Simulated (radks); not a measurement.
System: the Zn⁺ ion, configuration [Ar] 3d10 4s1 (high spin). It is put inside a hard spherical wall of varying radius. The calculation used the in-house radial solver radks at this level: non-relativistic Kohn-Sham, r2SCAN, spin-polarised, spherical densities, point nucleus. Wanted, and plotted below: the outer orbital energies (spin up), on a scale that is linear within ±10 eV and logarithmic beyond.

The levels rise as the wall closes in: 4s↑ goes from −14.6 eV at 20 bohr to 178.4 eV at 1.5 bohr and passes zero between 3.5 and 2.5 bohr. No two of the levels drawn cross. The fastest to rise is 4p↑ (by 210.7 eV), the slowest 3d↑ (by 66.9 eV): the wall presses hardest on the most extended orbitals.

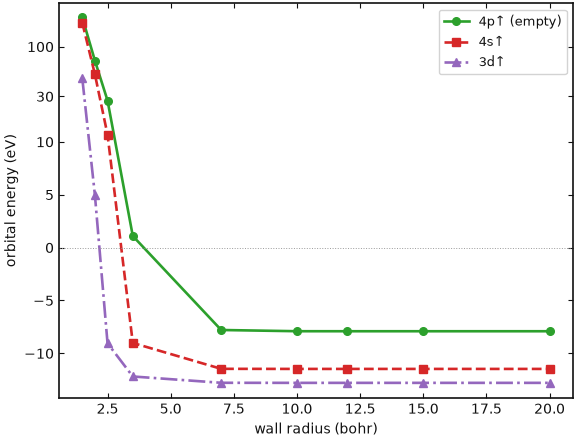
